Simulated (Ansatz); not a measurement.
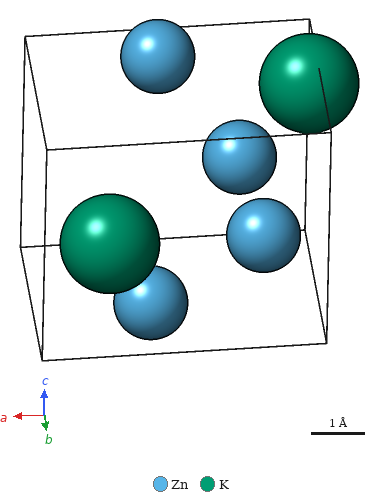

Starting frame of a dynamics run of an amorphous cell of composition KZn₂ (6 atoms in the cell). A spheres-only model of the simulation cell, seen from a free direction.

All numbers below come from Ansatz 0.2.0, DFT, PAW plane waves, PBE.

The input:
```yaml
crystal:
  lattice:
    - [5.464388, 0.574769, 0.32851]
    - [0.008135, 5.385115, 0.107409]
    - [-0.209323, 1.039951, 4.89469]
  atoms:
    - { symbol: Zn, position: [0.244357, 0.099108, 0.41857] }
    - { symbol: Zn, position: [0.591664, 0.640678, 0.048779] }
    - { symbol: Zn, position: [0.541669, 0.120991, 0.932648] }
    - { symbol: Zn, position: [0.194511, 0.579538, 0.302042] }
    - { symbol: K, position: [0.024459, 0.327034, 0.873402] }
    - { symbol: K, position: [0.761568, 0.892837, 0.477842] }
kpoints:
  mp_grid: { grid: [3, 3, 3] }
magnetization:
  spin_polarized: false
scf:
  occupations: { method: fermi_dirac, width: 0.05 }
hamiltonian:
  pseudopotentials: { kind: paw }
  xc: pbe
basis:
  ecutwfc: 420
md:
  timestep: 1.0
  n_steps: 60
  ensemble: nve
  temperature: 300.0
  initial_velocities: maxwell_boltzmann
  seed: 288107
```

Run as
```bash
ansatz run input.yaml --threads 2 --pin off --max-ram 2560MiB --backend cpu --events-out ev --progress --plain --runs-dir out
```

### What does the trajectory do?

The mean temperature in the second half is 481 K (standard deviation 72 K). The starting point lies high in potential energy, and that energy turns into motion. The potential energy is still drifting at the end, so the run hasn't reached equilibrium. The potential energy in the second half lies on average 19.5 meV per atom below the first frame. Root-mean-square distances from the starting positions over the second half, with the common drift of all atoms taken out: Zn 0.16 Å, K 0.10 Å. The run lasts only 60 fs, too short to tell vibration from diffusion. The total energy stays between −0.0055 and 0.00083 meV per atom of its start. A straight-line fit has a slope that amounts to −0.0067 meV per atom over 60 fs (under 0.1 % of the mean kinetic energy), and the ripple about it is under 0.1 % of the kinetic energy's fluctuation. With a drift under 2 % and a ripple under 7 %, the integration is accurate.

Along the run (each row but the first and the last is the mean over the interval that it begins):

```json
{"time (fs)": "0.0", "potential energy (meV/atom)": "0.0", "T (K)": "300"}
{"time (fs)": "7.0", "potential energy (meV/atom)": "2.4", "T (K)": "277"}
{"time (fs)": "14.0", "potential energy (meV/atom)": "1.5", "T (K)": "287"}
{"time (fs)": "21.0", "potential energy (meV/atom)": "-1.8", "T (K)": "317"}
{"time (fs)": "28.0", "potential energy (meV/atom)": "-7.0", "T (K)": "365"}
{"time (fs)": "35.0", "potential energy (meV/atom)": "-13.4", "T (K)": "424"}
{"time (fs)": "42.0", "potential energy (meV/atom)": "-20.1", "T (K)": "486"}
{"time (fs)": "49.0", "potential energy (meV/atom)": "-26.1", "T (K)": "542"}
{"time (fs)": "56.0", "potential energy (meV/atom)": "-28.9", "T (K)": "569"}
```

The paths of the atoms, magnified 3 times:

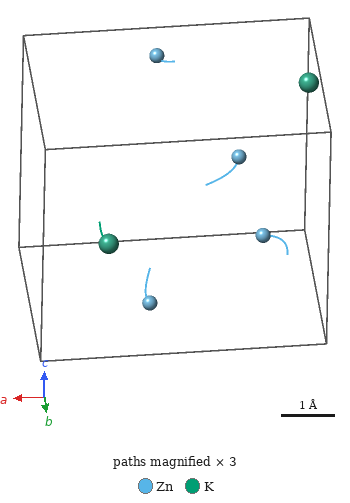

Limits of the set-up: the k-point mesh is coarse for a cell with partly filled bands; the periodic images lie only 5.0 Å apart, so the values are limited by the cell's size.
